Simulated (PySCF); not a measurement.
Consider C3H6BBrO2.

The calculation's input:

```
{"job": {"kind": "uv", "xc": "PBE0", "basis": "def2-SVPD", "nstates": 8, "ntriplets": 3}, "charge": 0, "multiplicity": 1}
Br     2.287938    -1.854674     0.317746
C      1.581378    -0.085616    -0.021918
C      0.189341     0.054741     0.581386
C     -0.873997    -0.832782    -0.114049
O     -1.779772     0.080610    -0.697095
B     -1.392808     1.339983    -0.392208
O     -0.260463     1.378246     0.364842
H      2.268617     0.631360     0.425890
H      1.555501     0.053913    -1.102894
H      0.233181    -0.127536     1.662881
H     -0.443206    -1.461441    -0.900369
H     -1.413497    -1.469082     0.593157
H     -1.956601     2.292766    -0.735098
```

Run with:

```sh
OMP_NUM_THREADS=1 python probes_run.py task.json out
```

Geometry: GFN2-xTB.

Level of theory: PBE0/def2-SVPD, SCF density, gas phase in PySCF.

Question: What will maps of the electron density and electron localisation function show?

Answer: B–O (1.35 Å): ρ is about 2.2 e/Å³ halfway; the ELF peaks at about 0.90 between the atoms, as expected for a polar covalent bond.
C–O (1.41 Å): ρ at the midpoint is about 2.1 e/Å³, with its minimum of 1.7 e/Å³ about 0.5 Å from C; the ELF peaks at about 0.90 between the atoms, as expected for a polar covalent bond.
C–C (1.55 Å): ρ at the midpoint is about 1.7 e/Å³; the ELF peaks at about 0.95 between the atoms: a shared electron pair.
B–H (1.16 Å): ρ at the midpoint is about 1.3 e/Å³; the ELF climbs to about 1 towards the hydrogen, as it does in any bond to H; a covalent bond by its length.

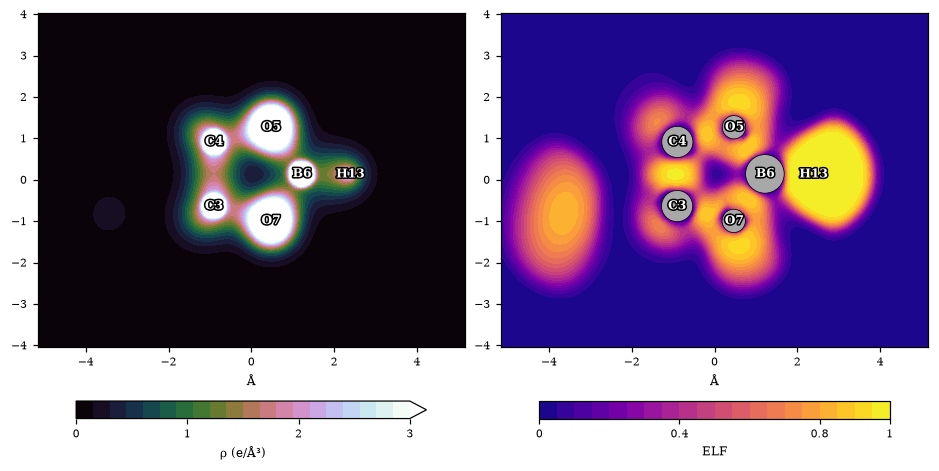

Computed electron density and electron localisation function on the plane of atoms O7, B6 and H13, in this order. Grey discs cover the atomic cores in the ELF map. 
